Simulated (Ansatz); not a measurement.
H3O4Ta

Input file:

```
crystal:
  periodic: [false, false, false]
  atoms:
    - {symbol: O, position_ang: [-1.119298, 2.385566, -1.602233]}
    - {symbol: O, position_ang: [0.066663, 0.566405, 0.387838]}
    - {symbol: O, position_ang: [-2.497227, 2.270676, 0.998541]}
    - {symbol: O, position_ang: [-2.634604, -0.083948, -1.071991]}
    - {symbol: Ta, position_ang: [-1.541714, 1.295949, -0.335075]}
    - {symbol: H, position_ang: [0.999219, 0.684712, 0.191529]}
    - {symbol: H, position_ang: [-2.766833, 3.187929, 1.088774]}
    - {symbol: H, position_ang: [-2.968645, -0.271107, -1.952649]}
basis:
  gaussian:
    orbitals: def2-TZVPD
hamiltonian:
  xc: pbe0
output: {forces: true, orbitals: {seedname: orbitals}}
```

Launched as:

```sh
ansatz run input.yaml --threads 2 --pin off --max-ram 5220MiB --events-out events.jsonl --progress --plain --runs-dir runs
```

Geometry: PBE0-D4/def2-SVP; core potentials replace the inner electrons of Ta.

All numbers below come from Ansatz, isolated molecule in a Gaussian basis; Kohn-Sham density functional theory, functional PBE0.

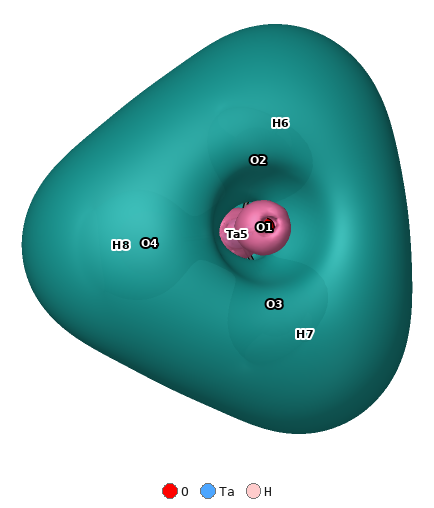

Figure 1. The LUMO at ±0.04 Å⁻³ᐟ² (teal and pink are the two phases), seen at a tilt.

Question: Where does this orbital lie, and at what energy?

Answer: By Hirshfeld shares it lies mainly on Ta5 (about 55 %), H6 (about 10 %), H7 (about 10 %) and H8 (about 10 %). Its energy is −0.56 eV.

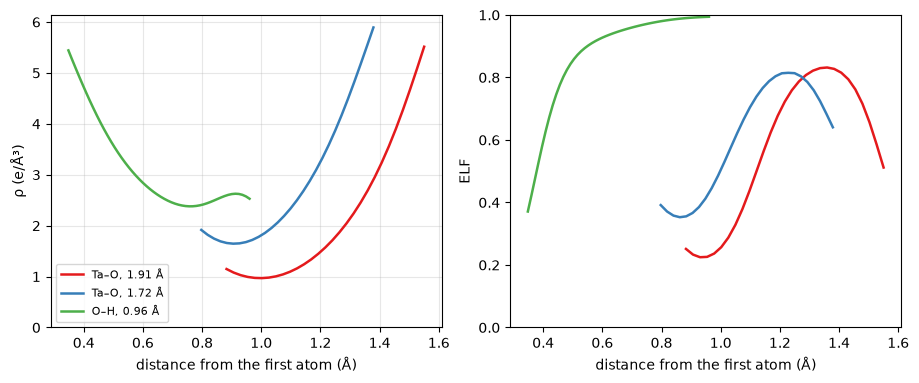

Figure 2. Electron density and ELF along straight lines between neighbouring atoms. The curves leave out the atomic cores.

Question: Compare the contacts.

Answer: Ta–O (1.91 Å): ρ is about 0.99 e/Å³ halfway; the ELF peaks at about 0.85 in the valence shell of O, 0.5 Å from its nucleus, and drops to about 0.20 between the two atoms.
Ta–O (1.72 Å): ρ is about 1.7 e/Å³ halfway; the ELF peaks at about 0.80 in the valence shell of O, 0.5 Å from its nucleus, and drops to about 0.35 between the two atoms.
O–H (0.96 Å): ρ at the midpoint is about 3.8 e/Å³; the ELF climbs to about 1 towards the hydrogen, as it does in any bond to H; a covalent bond by its length.

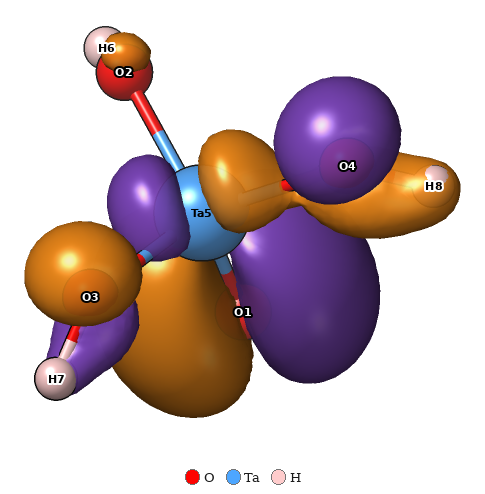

Figure 3. The HOMO at ±0.1 Å⁻³ᐟ² (orange and purple are the two phases), seen at an oblique angle.

Question: Where does this orbital lie, and at what energy?

Answer: By Hirshfeld shares it lies mainly on O1 (about 65 %) and Ta5 (about 20 %). It is one of a degenerate set, so its orientation is arbitrary. Its energy is −9.27 eV.
